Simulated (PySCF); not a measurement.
# RuNCl₂: relaxation and vibrations of the doublet

Where does doublet RuNCl₂ go from a trigonal pyramidal start, is the end point a minimum, and what are its modes, charges and moments?

The runs use PySCF 2.14.0; PBE0, basis Ru def2-TZVP with ECP28, N def2-TZVP, Cl def2-TZVP, scalar-relativistic core potentials, no spin–orbit coupling, density fitting.

### Step 1. The system as given

4 atoms, charge 0, spin multiplicity 2.

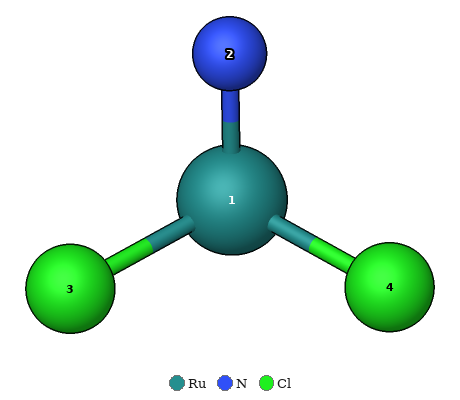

The starting geometry (ruthenium teal, nitrogen blue, chlorine green); atoms are numbered from 1 in the order of the file.

```xyz
4
charge 0 multiplicity 2
Ru    0.0000   -0.5243    0.0000
N     1.7396   -0.5630    0.0000
Cl   -0.3483    0.8766   -1.7128
Cl   -0.3483    0.8766    1.7128
```

### Step 2. Finding the electronic state

The steps below are one call of a driver around PySCF. For each, scf.py gives the equivalent set-up of the SCF; relaxations use the driver's own optimiser. After this first run the driver tries any further starts and a stability analysis.

File scf.py:

```python
from pyscf import gto, scf, dft
mol = gto.M(atom='''
Ru    -0.000000    -0.524260    -0.000000
N      1.739590    -0.563030     0.000030
Cl    -0.348320     0.876620    -1.712820
Cl    -0.348290     0.876610     1.712810''',
    basis={'Ru': 'def2-TZVP', 'N': 'def2-TZVP', 'Cl': 'def2-TZVP'},
    ecp={'Ru': 'def2-TZVP'},
    charge=0, spin=1)
mf = dft.UKS(mol, xc='PBE0')
mf.grids.atom_grid = (50, 194)
aux = {'Ru': 'def2-universal-JKFIT', 'N': 'def2-universal-JKFIT', 'Cl': 'def2-universal-JKFIT'}
mf = mf.density_fit(auxbasis=aux)
mf.conv_tol = 1e-08
mf.diis_space = 10
mf.max_cycle = 60
mf.init_guess = 'minao'
mf.verbose = 4
mf.kernel()
```

Launch:

```sh
> OMP_NUM_THREADS=4 python axn.py task.json out
```

The program printed:

```text
init E= -1061.79347793647
[... the frontier-level lines of each cycle are left out ...]
cycle= 1 E= -1068.68130015561  delta_E= -6.89  |g|= 1.63  |ddm|= 3.16
cycle= 2 E= -1059.06703817682  delta_E= 9.61  |g|= 3.85  |ddm|= 5.04
cycle= 3 E= -1069.4429634722  delta_E= -10.4  |g|= 0.779  |ddm|= 4.96
cycle= 4 E= -1069.34380943638  delta_E= 0.0992  |g|= 0.833  |ddm|= 0.97
cycle= 5 E= -1069.698790361  delta_E= -0.355  |g|= 0.173  |ddm|= 0.659
cycle= 6 E= -1069.69890168148  delta_E= -0.000111  |g|= 0.175  |ddm|= 0.204
cycle= 7 E= -1069.71053564388  delta_E= -0.0116  |g|= 0.056  |ddm|= 0.0903
cycle= 8 E= -1069.71162620504  delta_E= -0.00109  |g|= 0.0285  |ddm|= 0.0305
cycle= 9 E= -1069.71202498265  delta_E= -0.000399  |g|= 0.00673  |ddm|= 0.0241
cycle= 10 E= -1069.71210182926  delta_E= -7.68e-05  |g|= 0.00248  |ddm|= 0.0164
cycle= 11 E= -1069.71213424089  delta_E= -3.24e-05  |g|= 0.00233  |ddm|= 0.0104
cycle= 12 E= -1069.71217052447  delta_E= -3.63e-05  |g|= 0.0012  |ddm|= 0.0157
cycle= 13 E= -1069.71218606643  delta_E= -1.55e-05  |g|= 0.000853  |ddm|= 0.0108
cycle= 14 E= -1069.71219259386  delta_E= -6.53e-06  |g|= 0.000684  |ddm|= 0.0048
cycle= 15 E= -1069.7121978788  delta_E= -5.28e-06  |g|= 0.000639  |ddm|= 0.00425
cycle= 16 E= -1069.712206959  delta_E= -9.08e-06  |g|= 0.000576  |ddm|= 0.00808
cycle= 17 E= -1069.71221733504  delta_E= -1.04e-05  |g|= 0.000512  |ddm|= 0.0108
cycle= 18 E= -1069.71222451302  delta_E= -7.18e-06  |g|= 0.000447  |ddm|= 0.00958
cycle= 19 E= -1069.71223256172  delta_E= -8.05e-06  |g|= 0.000254  |ddm|= 0.0174
cycle= 20 E= -1069.71223375022  delta_E= -1.19e-06  |g|= 0.000227  |ddm|= 0.0064
cycle= 21 E= -1069.71223397659  delta_E= -2.26e-07  |g|= 0.000193  |ddm|= 0.00181
cycle= 22 E= -1069.7122340903  delta_E= -1.14e-07  |g|= 8.21e-05  |ddm|= 0.00141
cycle= 23 E= -1069.71223417077  delta_E= -8.05e-08  |g|= 7.46e-05  |ddm|= 0.000736
cycle= 24 E= -1069.71223422658  delta_E= -5.58e-08  |g|= 5.12e-05  |ddm|= 0.00082
cycle= 25 E= -1069.71223429147  delta_E= -6.49e-08  |g|= 2.84e-05  |ddm|= 0.00127
cycle= 26 E= -1069.7122342988  delta_E= -7.33e-09  |g|= 1.56e-05  |ddm|= 0.000438
Extra cycle  E= -1069.71223429883  delta_E= -3.07e-11  |g|= 4.25e-05  |ddm|= 4.87e-05
converged SCF energy = -1069.71223429883  <S^2> = 0.80892903  2S+1 = 2.0580856
```

This step, with its further starts and checks, took 32 s on 4 threads of Arm Neoverse V1, shared host.

The starts that the driver tried:

```
                      start   energy (Eh)
    the minimal-basis guess  -1069.712234
a thermally smeared density  -1069.712234
      a smeared PBE density  -1069.712234
```

The test of internal stability and the other starts found no lower solution of this spin.

### Step 3. Relaxing the doublet from the trigonal pyramidal start

The program finds Cs symmetry in the start, which this walk keeps. The walk stops when the largest gradient is under 0.0003 Eh/bohr and the energy has settled too.

scf.py: that of step 2 with these lines changed.

```diff
@@ -3,4 +3,4 @@
-Ru    -0.000000    -0.524260    -0.000000
-N      1.739590    -0.563030     0.000030
-Cl    -0.348320     0.876620    -1.712820
-Cl    -0.348290     0.876610     1.712810''',
+Ru     0.000000    -0.524260     0.000001
+N      1.739590    -0.563030     0.000001
+Cl    -0.348304     0.876614    -1.712816
+Cl    -0.348305     0.876617     1.712814''',
@@ -17 +16,0 @@
-mf.init_guess = 'minao'
```

Energy and gradient, step by step:

```
step   energy (Eh)  change (kJ/mol)  largest symmetric gradient (Eh/bohr)
   0  -1069.712234             0.00                               0.15346
   1  -1069.754333          -110.53                               0.02612
   2  -1069.765042          -138.65                               0.01878
   3  -1069.770998          -154.28                               0.02717
   4  -1069.773663          -161.28                               0.01084
   5  -1069.775070          -164.98                               0.02148
   6  -1069.775873          -167.08                               0.00191
   7  -1069.775956          -167.30                               0.00297
   8  -1069.775963          -167.32                               0.00092
   9  -1069.775965          -167.33                               0.00024
```

The walk took 42 s.

Geometry (Å) and forces (eV/Å) at some steps:

```
step 0
Ru   0.000  -0.524   0.000   7.892   1.962   0.000
N    1.740  -0.563   0.000  -6.860  -0.889   0.000
Cl  -0.348   0.877  -1.713  -0.516  -0.536   0.033
Cl  -0.348   0.877   1.713  -0.516  -0.536  -0.033
step 1
Ru   0.129  -0.431   0.000   0.695   1.344   0.000
N    1.678  -0.623   0.000   0.112  -0.853   0.000
Cl  -0.382   0.860  -1.739  -0.404  -0.245  -0.351
Cl  -0.382   0.860   1.739  -0.404  -0.245   0.351
step 5
Ru   0.326   0.031   0.000   0.872  -0.382   0.000
N    1.645  -0.842   0.000  -1.106   0.675   0.000
Cl  -0.464   0.739  -1.961   0.117  -0.147   0.246
Cl  -0.464   0.739   1.961   0.117  -0.147  -0.246
step 9
Ru   0.340   0.093   0.000  -0.001   0.012   0.000
N    1.598  -0.835   0.000   0.005  -0.018   0.000
Cl  -0.448   0.704  -1.976  -0.002   0.003   0.010
Cl  -0.448   0.704   1.976  -0.002   0.003  -0.010
```

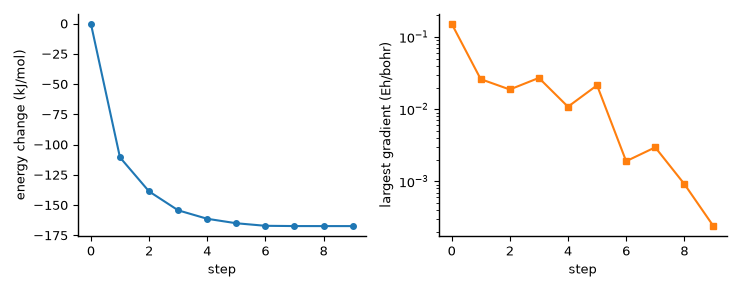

Energy and largest gradient along the walk.

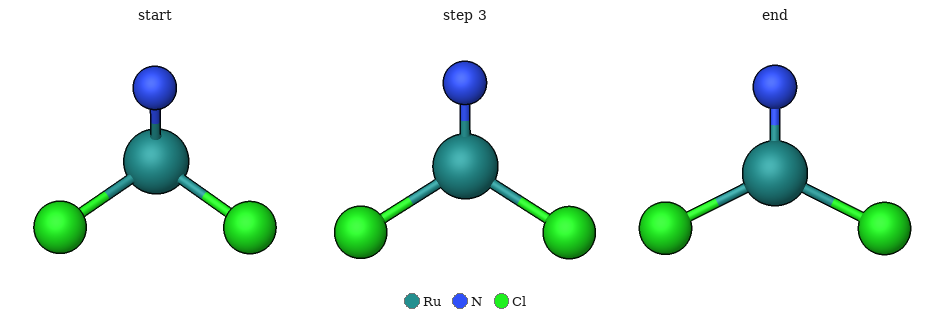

The geometry along the walk, at one scale.

After 9 steps and 167.3 kJ/mol it ends at C2v: Ru–Cl 2.213 Å (×2), Ru–N 1.563 Å; Cl–Ru–Cl 126.5°, Cl–Ru–N 116.7° (×2).

### Step 4. Frequencies

On the finer grid the gradient is checked again; gradients at displacements of ±0.02 bohr then give force constants and infrared intensities.

scf.py: that of step 3 with these lines changed.

```diff
@@ -3,4 +3,4 @@
-Ru     0.000000    -0.524260     0.000001
-N      1.739590    -0.563030     0.000001
-Cl    -0.348304     0.876614    -1.712816
-Cl    -0.348305     0.876617     1.712814''',
+Ru     0.210502    -0.158244     0.000000
+N      1.460439    -1.097879     0.000002
+Cl    -0.595966     0.448014    -1.969488
+Cl    -0.595967     0.448018     1.969486''',
@@ -11 +11 @@
-mf.grids.atom_grid = (50, 194)
+mf.grids.atom_grid = (75, 302)
@@ -14 +14 @@
-mf.conv_tol = 1e-08
+mf.conv_tol = 1e-10
```

The driver hands on the density of the step before, so the log starts near convergence.

Log of the central SCF (cycles and frontier levels):

```text
init E= -1069.77594034668
[... the frontier-level lines of each cycle are left out ...]
cycle= 1 E= -1069.77594034658  delta_E= 9.75e-11  |g|= 1.75e-05  |ddm|= 9.17e-06
cycle= 2 E= -1069.77594034461  delta_E= 1.97e-09  |g|= 7.64e-05  |ddm|= 3.94e-05
cycle= 3 E= -1069.77594034668  delta_E= -2.07e-09  |g|= 7.45e-07  |ddm|= 3.22e-05
cycle= 4 E= -1069.77594034668  delta_E= -4.09e-12  |g|= 3.42e-07  |ddm|= 8.11e-07
Extra cycle  E= -1069.77594034668  delta_E= 1.82e-12  |g|= 6.26e-07  |ddm|= 8.88e-07
converged SCF energy = -1069.77594034668  <S^2> = 0.76700562  2S+1 = 2.0169339
```

The whole step took 98 s.

Geometry: C2v; Ru–Cl 2.213 Å (×2), Ru–N 1.564 Å; Cl–Ru–Cl 125.7°, Cl–Ru–N 117.1° (×2).

Modes, for the most abundant isotopes:

```json
{"symmetry": "b1", "ω (cm⁻¹)": "100", "IR (km/mol)": "5.5"}
{"symmetry": "a1", "ω (cm⁻¹)": "101", "IR (km/mol)": "1.2"}
{"symmetry": "b2", "ω (cm⁻¹)": "246", "IR (km/mol)": "0.5"}
{"symmetry": "a1", "ω (cm⁻¹)": "383", "IR (km/mol)": "20.7"}
{"symmetry": "b2", "ω (cm⁻¹)": "446", "IR (km/mol)": "83.0"}
{"symmetry": "a1", "ω (cm⁻¹)": "1222", "IR (km/mol)": "61.3"}
```

All wavenumbers are real: a minimum.

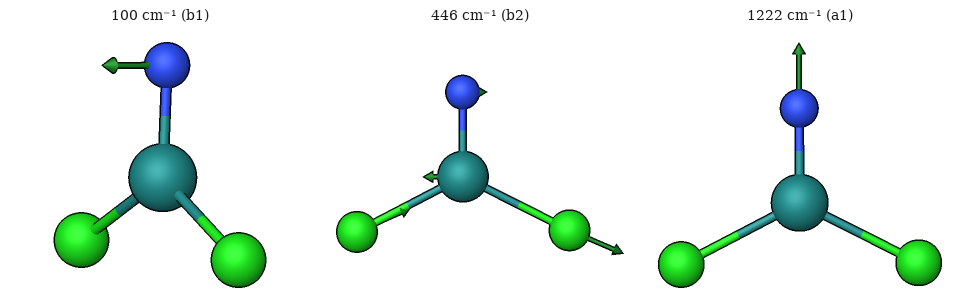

How the atoms move in 3 of the modes.

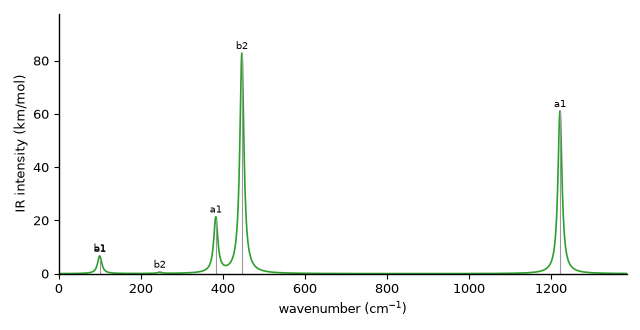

The harmonic infrared spectrum (widths in cm⁻¹). Lines are broadened to a width of 12 cm⁻¹ (Lorentzian).

Constants and moments:

* Dipole moment: 0.66 D
* Highest occupied level: -8.18 eV
* Lowest empty level: -4.86 eV
* Rotational constants: 0.1819, 0.06214, 0.04632 cm⁻¹
* Zero-point energy: 14.9 kJ/mol
* Principal polarisabilities: 42.4, 67.7, 86.6 bohr³
* Atomisation energy without zero-point energy: 1163 kJ/mol
* Principal traceless quadrupole moments about the centre of mass: -3.37, 0.80, 2.57 D Å
* Entropy at 298.15 K and 1 bar (electronic part: spin only): 333.3 J/(mol K)
* Heat capacity Cp at 298.15 K: 69.8 J/(mol K)
* Enthalpy at 298.15 K above 0 K: 16.66 kJ/mol
* Rotational symmetry number: 2
* Spin squared ⟨S²⟩: 0.767

Charges (e) and bond orders:

```
 atom  Mulliken  Löwdin  polar tensor  spin (Mulliken)  Mayer order to Ru1
  Ru1      1.06    0.04          1.28             0.95                   –
   N2     -0.34   -0.12         -0.34            -0.20                2.60
Cl3,4     -0.36    0.04         -0.47             0.12                0.98
```

Mulliken populations on Ru1 (outside its core potential): s 2.47, p 6.20, d 6.25, f 0.02.

### Step 5. Outcome

| quantity | value |
| --- | --- |
| minimum | doublet, C2v |
| geometry | Ru–Cl 2.213 Å (×2), Ru–N 1.564 Å; Cl–Ru–Cl 125.7°, Cl–Ru–N 117.1° (×2) |
| wavenumbers (cm⁻¹) | 100 (b1), 101 (a1), 246 (b2), 383 (a1), 446 (b2), 1222 (a1) |
| dipole moment | 0.66 D |
| highest occupied, lowest empty level (either spin) | -8.18, -4.86 eV |
| polar-tensor charge of Ru1 | +1.28 e |
| zero-point energy | 14.9 kJ/mol |
| entropy at 298.15 K | 333.3 J/(mol K) |
| atomisation energy (no zero-point energy) | 1163 kJ/mol |
| ⟨S²⟩ | 0.767 |

In words: From Cs at the start the molecule goes to a C2v minimum. The strongest infrared band lies at 446 cm⁻¹ (b2, stretch). Most of the spin sits on Ru1 (Mulliken spin 0.95, against 1 for the whole molecule). Only this shape and spin were tried, so other structures or states may lie lower. Open d and f shells are described by one determinant, and the ground state may have another occupation or spin.

The search up to here took 2.9 min.
